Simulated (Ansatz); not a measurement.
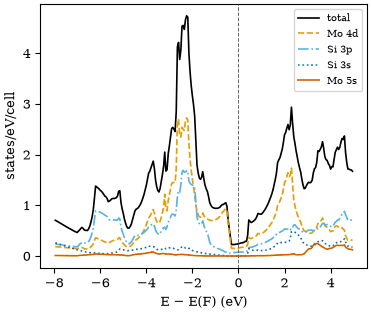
Fig. 1. Total and projected density of states of Si2Mo (MoSi2 or CaC2 type, space group No. 139), the program Ansatz at the LDA level (PAW)

### Question
Which orbitals carry the states next to the Fermi level?

### Answer
Within 0.5 eV of the Fermi level: Mo 4d 70 %, Si 3p 22 %. Projections are on Löwdin-orthogonalised atomic valence shells; empty p or d shells of many metals are not among them.

### Question
Where is the tallest occupied peak in this window, and what makes it?

### Answer
Near -2.2 eV, about 4.7 states/eV per cell; the largest projected share is Mo 4d.

Space group I4/mmm (MoSi2 or CaC2 type). The LDA relaxation kept the symmetry of its start; of distortions, only those at the zone centre were tested. The run is not spin-polarised. Scalar-relativistic: spin–orbit coupling is off unless named, which matters more the heavier the elements.

Potentials: the later of the program's two PAW sets.
